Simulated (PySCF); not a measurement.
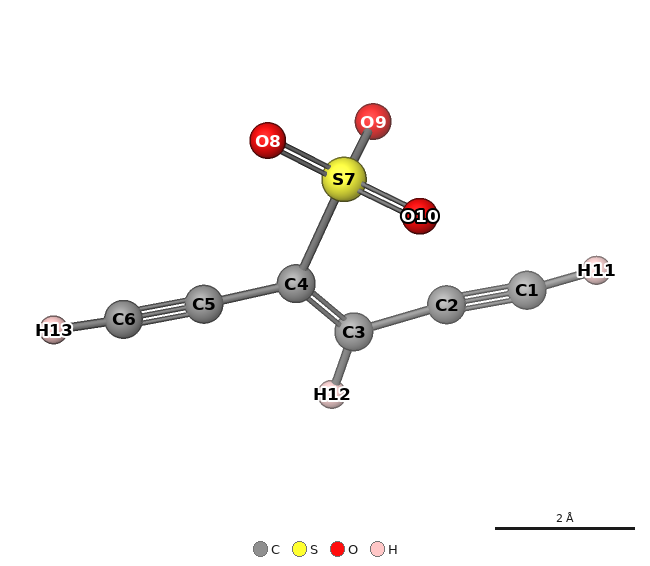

Orthographic view. Atoms fade into the background with distance from the viewer. The species has charge −1 and is a spin singlet. Geometry: an end point of a reaction path computed with GFN2-xTB.

Write a MOL file (V2000) with the atoms in numerical order, bonds sorted by atom number with the orders drawn, and coordinates in the frame of the picture: x right, y up, z towards the viewer, origin at the mean position.

```
C6H3O3S
                    3D

 13 12  0  0  0  0  0  0  0  0999 V2000
    2.7800   -0.3200   -1.1900 C   0  0  0  0  0  0  0  0  0  0  0  0
    1.6200   -0.5300   -0.9500 C   0  0  0  0  0  0  0  0  0  0  0  0
    0.2900   -0.9200   -0.7600 C   0  0  0  0  0  0  0  0  0  0  0  0
   -0.5400   -0.2200    0.0300 C   0  0  0  0  0  0  0  0  0  0  0  0
   -1.8700   -0.5200    0.2900 C   0  0  0  0  0  0  0  0  0  0  0  0
   -3.0200   -0.7400    0.5500 C   0  0  0  0  0  0  0  0  0  0  0  0
    0.1500    1.2800    0.8500 S   0  0  0  0  0  0  0  0  0  0  0  0
   -0.9500    1.8400    1.6200 O   0  0  0  0  0  0  0  0  0  0  0  0
    0.5700    2.1100   -0.2800 O   0  0  0  0  0  0  0  0  0  0  0  0
    1.2400    0.7500    1.6600 O   0  0  0  0  0  0  0  0  0  0  0  0
    3.7800   -0.0300   -1.3300 H   0  0  0  0  0  0  0  0  0  0  0  0
   -0.0300   -1.8200   -1.2900 H   0  0  0  0  0  0  0  0  0  0  0  0
   -4.0300   -0.8900    0.8000 H   0  0  0  0  0  0  0  0  0  0  0  0
  1  2  3  0
  1 11  1  0
  2  3  1  0
  3  4  2  0
  3 12  1  0
  4  5  1  0
  4  7  1  0
  5  6  3  0
  6 13  1  0
  7  8  2  0
  7  9  1  0
  7 10  2  0
M  CHG  1   9  -1
M  END
```
